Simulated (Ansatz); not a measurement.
C₂H₈FNOSSi: several calculations on one system

**1. Relaxation**

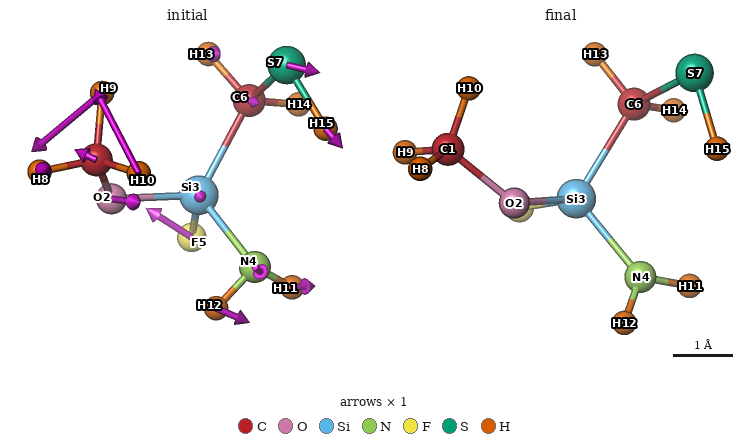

The structure of C2H8FNOSSi before (left) and after (right) a relaxation, at one scale. The purple arrows give the displacements, at their true length.

The picture is a ball-and-stick view, seen at a tilt.

The run prepares an end point of a later path (torsion) calculation, from a guessed geometry.

Theory: Ansatz 0.2.0, RKS BLYP/6-31G.

Input
```yaml
crystal:
  periodic: [false, false, false]
  atoms:
    - { symbol: C, position_ang: [-0.9007, -1.8338, 0.5787] }
    - { symbol: O, position_ang: [0.0034, -1.5405, -0.4493] }
    - { symbol: Si, position_ang: [0.5271, 0.003, -0.7147] }
    - { symbol: "N", position_ang: [1.8197, 0.239, 0.4956] }
    - { symbol: F, position_ang: [1.4062, -0.0093, -2.0797] }
    - { symbol: C, position_ang: [-0.6837, 1.3842, -0.7869] }
    - { symbol: S, position_ang: [-1.3179, 1.7956, 0.8606] }
    - { symbol: H, position_ang: [-1.0637, -2.8541, 0.6193] }
    - { symbol: H, position_ang: [-1.9096, -1.3142, 0.3638] }
    - { symbol: H, position_ang: [-0.5982, -1.4473, 1.572] }
    - { symbol: H, position_ang: [2.4429, 0.8404, 0.12] }
    - { symbol: H, position_ang: [2.2297, -0.664, 0.6133] }
    - { symbol: H, position_ang: [-1.5697, 1.1265, -1.4523] }
    - { symbol: H, position_ang: [-0.2497, 2.2832, -1.1813] }
    - { symbol: H, position_ang: [-0.1577, 1.9406, 1.4702] }
basis:
  gaussian: { orbitals: "6-31G" }
hamiltonian:
  xc: blyp
relax:
  f_tol: 0.015
  max_steps: 40
```

Command:
```bash
ansatz run input.yaml --threads 1 --pin off --max-ram 2048MiB --backend cpu --events-out ev --progress --plain --runs-dir out
```

What changed between the two?

The atom that moves furthest after the best rigid fit is H10 (1.81 Å). By element the largest moves are H 1.81 Å, O 1.00 Å, F 0.97 Å, S 0.60 Å, N 0.48 Å, C 0.43 Å. Near-neighbour distances that change, for instance: C6–S7 1.813 → 1.932 Å, Si3–F5 1.624 → 1.723 Å, S7–H15 1.319 → 1.395 Å, O2–Si3 1.651 → 1.725 Å. Among the angles between lasting bonds that change: Si3–N4–H11 107.0° → 123.4°, Si3–N4–H12 104.9° → 120.6°, N4–Si3–F5 100.3° → 114.2°. Groups turn about O2–Si3 by about 105°. Over 35 accepted moves (37 points after the start) the energy falls by 1.505 eV. Largest force component: 3.5 eV/Å at the start, 0.0083 eV/Å at the end. The line search rejected the trial steps at points 13, 21 of the run. The forces were under the threshold at step 28, but the run went on from there. The run took 5.6 min on 1 thread of Intel(R) Xeon(R) Processor @ 2.70GHz (shared host), peak memory 0.22 GiB.

Limits of the set-up: the basis has no polarisation functions, which atoms past neon need.

**2. Relaxation**

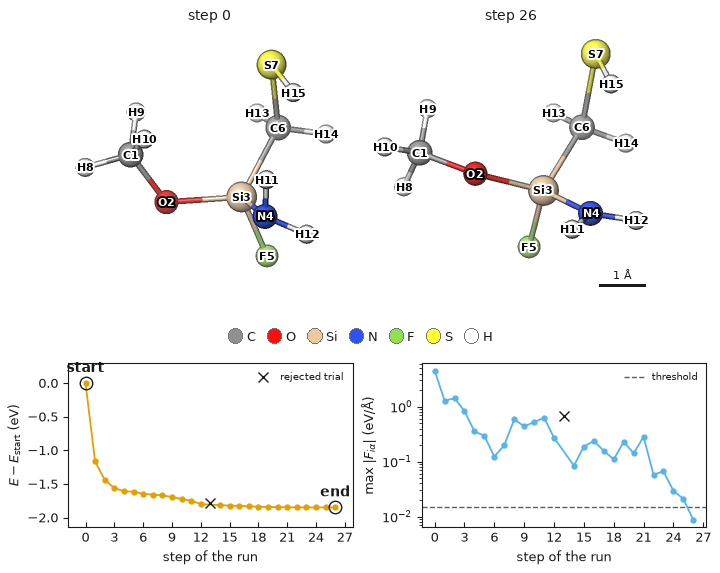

First and last geometry of a relaxation of C₂H₈FNOSSi, with the history of the run. Style: ball-and-stick. Shown at a tilt.

The run prepares an end point of a later path (torsion) calculation, from a guessed geometry.

Computed with RKS BLYP/6-31G (Ansatz).

The input:
```yaml
crystal:
  periodic: [false, false, false]
  atoms:
    - { symbol: C, position_ang: [-0.9007, -1.8338, 0.5787] }
    - { symbol: O, position_ang: [0.0034, -1.5405, -0.4493] }
    - { symbol: Si, position_ang: [0.5271, 0.003, -0.7147] }
    - { symbol: "N", position_ang: [1.8197, 0.239, 0.4956] }
    - { symbol: F, position_ang: [1.4062, -0.0093, -2.0797] }
    - { symbol: C, position_ang: [-0.6837, 1.3842, -0.7869] }
    - { symbol: S, position_ang: [-1.3179, 1.7956, 0.8606] }
    - { symbol: H, position_ang: [-1.0637, -2.8541, 0.6193] }
    - { symbol: H, position_ang: [-1.9096, -1.3142, 0.3638] }
    - { symbol: H, position_ang: [-0.5982, -1.4473, 1.572] }
    - { symbol: H, position_ang: [1.41173, 0.59398, 1.26934] }
    - { symbol: H, position_ang: [2.43704, 0.90825, 0.08529] }
    - { symbol: H, position_ang: [-1.5697, 1.1265, -1.4523] }
    - { symbol: H, position_ang: [-0.2497, 2.2832, -1.1813] }
    - { symbol: H, position_ang: [-0.1577, 1.9406, 1.4702] }
basis:
  gaussian: { orbitals: "6-31G" }
hamiltonian:
  xc: blyp
relax:
  f_tol: 0.015
  max_steps: 40
```

Launched with:
```bash
ansatz run input.yaml --threads 1 --pin off --max-ram 2048MiB --backend cpu --events-out ev --progress --plain --runs-dir out
```

### Read the history and describe the run.

It converged. Over 25 accepted moves (26 points after the start) the energy falls by 1.849 eV. The largest force component goes from 4.5 to 0.0087 eV/Å. The line search rejected the trial step at point 13 of the run. The largest move after the best rigid fit is that of H10, 1.39 Å. By element the largest moves are H 1.39 Å, O 1.25 Å, F 0.88 Å, S 0.58 Å, N 0.54 Å, Si 0.36 Å. Near-neighbour distances that change, for instance: C6–S7 1.813 → 1.931 Å, Si3–F5 1.624 → 1.723 Å, S7–H15 1.319 → 1.395 Å, O2–Si3 1.651 → 1.725 Å. Among the angles between lasting bonds that change: Si3–N4–H12 104.9° → 123.4°, N4–Si3–F5 100.3° → 114.1°, Si3–N4–H11 107.0° → 120.6°. Groups turn about C1–O2 by about 125°, O2–Si3 by about 105°. The run took 4.1 min on 1 thread of Intel(R) Xeon(R) Processor @ 2.70GHz, on a shared host, peak memory 0.23 GiB.

Limits of the set-up: the basis has no polarisation functions, which atoms past neon need.

**3. Path**

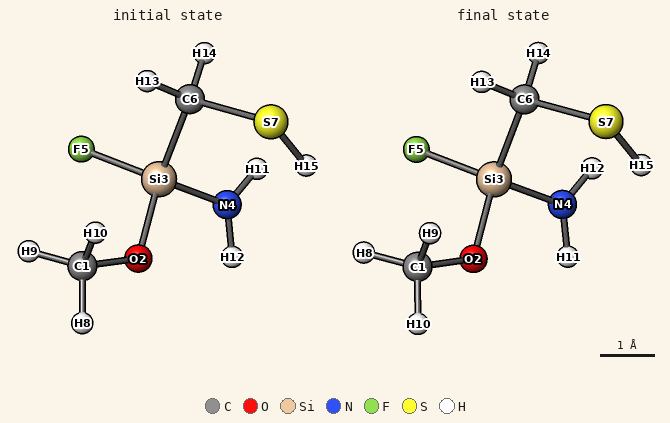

The two relaxed end points of a path for C$_{2}$H$_{8}$FNOSSi. Style: ball-and-stick. Shown from a free direction.

Level of theory: Ansatz, RKS BLYP/6-31G.

Settings: 5 movable images; climbing image; force threshold 0.05 eV/Å; iteration limit 36.

Start:
```xyz
15

C    -1.1666   -2.1007    0.3279
O     0.0910   -1.3456    0.4682
Si    0.5432    0.0010   -0.5103
N     2.1159    0.4365    0.1083
F     0.5526   -0.5314   -2.1489
C    -0.6071    1.5255   -0.5191
S    -0.9660    2.2108    1.2507
H    -1.1317   -2.8989    1.0813
H    -1.2537   -2.5485   -0.6767
H    -2.0390   -1.4534    0.5255
H     2.6050    1.2871   -0.1560
H     2.6840   -0.2450    0.6052
H    -1.5945    1.2806   -0.9356
H    -0.1769    2.3313   -1.1341
H     0.3221    1.9999    1.7430
```

End:
```xyz
15

C    -1.1892   -2.0798    0.3850
O     0.0613   -1.3181    0.5467
Si    0.5682   -0.0287   -0.4806
N     2.1068    0.4420    0.1965
F     0.6648   -0.6517   -2.0843
C    -0.5761    1.4927   -0.6358
S    -1.0127    2.2882    1.0690
H    -1.2217   -2.5906   -0.5929
H    -2.0694   -1.4212    0.4918
H    -1.1998   -2.8288    1.1885
H     2.6443   -0.2091    0.7635
H     2.6130    1.2748   -0.0918
H    -1.5439    1.2218   -1.0813
H    -0.1160    2.2579   -1.2801
H     0.2486    2.1000    1.6352
```

**What barrier does the band find between them, and by what path?**

The two ends have the same energy, and the highest point, image 3, lies 0.183 eV above the start. The motion is a rotation about the Si3–N4 bond by about 180°, with a turn of about 120° about C1–O2. No bond forms or breaks between the ends. Bond angles that change up to the highest image, for instance: O2–Si3–N4 103.3° → 117.1°, N4–Si3–F5 114.2° → 104.8°. The band converged in 25 iterations, with a climbing image at the top. At the top, the vibrational analysis gives one imaginary mode (77i cm⁻¹), as a transition state must have.

Energies of the converged images:

```json
{"image": "0", "path (Å)": "0.00", "E (eV)": "0.000"}
{"image": "1", "path (Å)": "1.54", "E (eV)": "0.021"}
{"image": "2", "path (Å)": "3.09", "E (eV)": "0.132"}
{"image": "3", "path (Å)": "4.63", "E (eV)": "0.183"}
{"image": "4", "path (Å)": "5.72", "E (eV)": "0.123"}
{"image": "5", "path (Å)": "6.80", "E (eV)": "0.031"}
{"image": "6", "path (Å)": "7.89", "E (eV)": "0.000"}
```

The geometry at the top of the path:

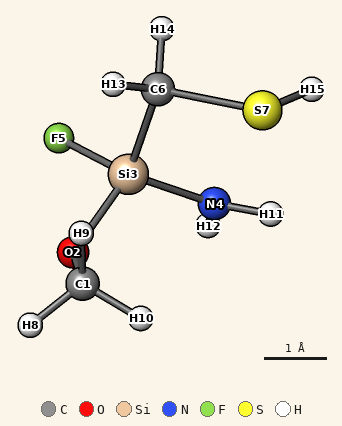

Limits of the set-up: the basis has no polarisation functions, which atoms past neon need.

The run took 16 min on 1 thread of Intel(R) Xeon(R) Processor @ 2.70GHz (shared host), peak memory 0.17 GiB.
